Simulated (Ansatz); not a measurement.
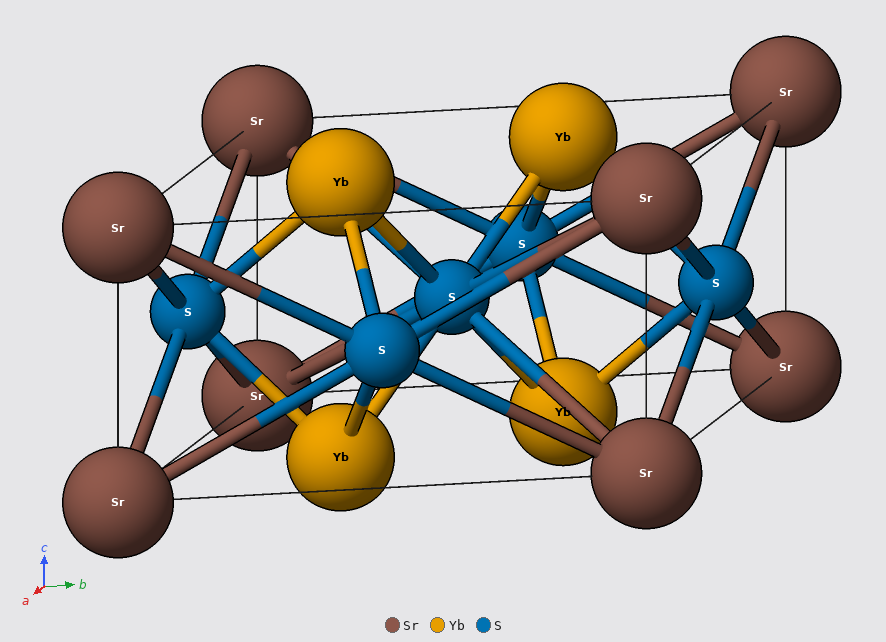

A ball-and-stick rendering, viewed slightly off an axis. The outline marks the simulation cell.

Here is the input:
```yaml
crystal:
  lattice:
    - [7.1084438635, 0.0, 0.0]
    - [-3.5542219318, 6.1560929672, 0.0]
    - [0.0, 0.0, 3.6435271487]
  atoms:
    - { symbol: Sr, position: [0.0, 0.0, 0.0] }
    - { symbol: Yb, position: [0.3333333333, 0.6666666667, 0.0] }
    - { symbol: Yb, position: [0.6666666667, 0.3333333333, 0.0] }
    - { symbol: S, position: [0.5, 0.0, 0.5] }
    - { symbol: S, position: [0.0, 0.5, 0.5] }
    - { symbol: S, position: [0.5, 0.5, 0.5] }
basis:
  ecutwfc: 420
kpoints:
  mp_grid: { grid: [6, 6, 10] }
  band_path:
    path:
      - [[0.0, 0.0, 0.0], [0.5, 0.0, 0.0], [0.33333333, 0.33333333, 0.0], [0.0, 0.0, 0.0], [0.0, 0.0, 0.5], [0.5, 0.0, 0.5], [0.33333333, 0.33333333, 0.5], [0.0, 0.0, 0.5]]
      - [[0.5, 0.0, 0.5], [0.5, 0.0, 0.0]]
      - [[0.33333333, 0.33333333, 0.5], [0.33333333, 0.33333333, 0.0]]
    npoints: 14
hamiltonian:
  xc: pbe
scf:
  occupations: { method: gaussian, width: 0.1 }
  n_extra_bands: 15
output:
  forces: true
  stress: true
  eigenvalues: true
  populations: true
  dos: { projected: true, de: 0.02, nscf_kmesh: { grid: [8, 8, 12] } }
  bader: true
  write_density: true
  write_potential: true
  elf: true
  volumetric_format: npy
```
Run as:
```sh
ansatz run input.yaml --threads 1 --pin off --max-ram 2048MiB --backend cpu --events-out ev --progress --plain --runs-dir out
```

Method used: Ansatz, DFT PBE, scalar-relativistic, plane waves, PAW. It ran with a kinetic-energy cutoff of 420 eV, k-points on a 6×6×10 grid, Gaussian smearing of 0.1 eV, no spin polarisation (a spin-restricted run, not always the ground state).

> How charged are the atoms, by the Bader scheme?

Sr +1.19 e; Yb +1.54 e; S -1.42 e.

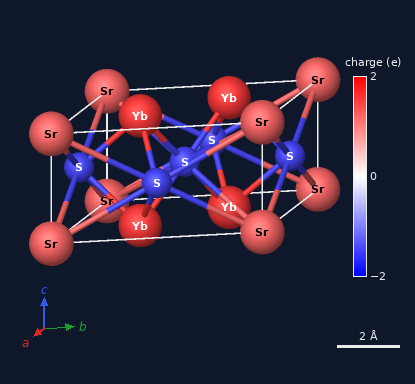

The atoms coloured by those charges.

The starting point was a structure type filled with these elements by a generator (whether the compound takes this form wasn't checked). Earlier steps of the study may have refined or changed the cell and positions. It went into a calculation with Ansatz.
